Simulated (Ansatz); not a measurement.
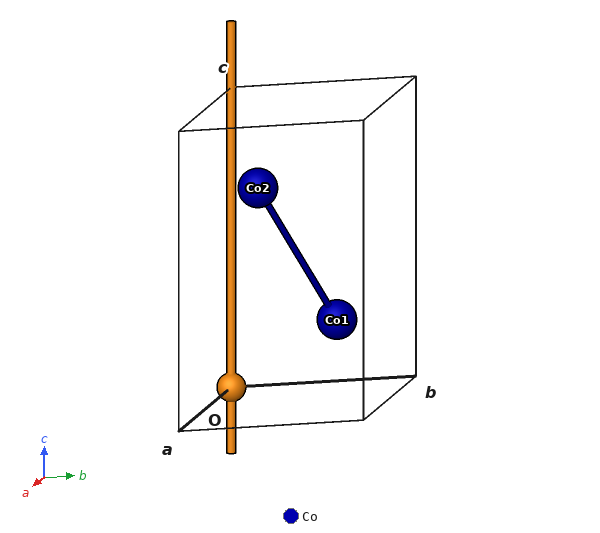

Crystal: Co, a calculation's input that goes back to an entry of the Crystallography Open Database (an earlier step may have relaxed or displaced it). The coloured rod is the axis of a symmetry operation of the crystal, the small sphere its inversion point. Geometry calculated from the standardised cell; symmetry tolerance 0.002 Å.

a = 2.519 Å, b = 2.519 Å, c = 4.091 Å, α = 90.00°, β = 90.00°, γ = 120.00°.

| atom | x | y | z |
| --- | --- | --- | --- |
| Co1 | 0.3333 | 0.6667 | 0.2500 |
| Co2 | 0.6667 | 0.3333 | 0.7500 |

Take the operation x, y, z → x−y, x, −z.

Question: What kind of operation is it, and where does it lie?

Answer: It is a −3 rotoinversion axis with its inversion point at (0, 0, 0), along [0 0 1].

Question: Onto which atom does it carry each atom (up to whole multiples of a, b and c)?

Answer: Co1 → Co2, Co2 → Co1.

Question: What is the crystal's space group?

Answer: No. 194, P6_3/mmc.
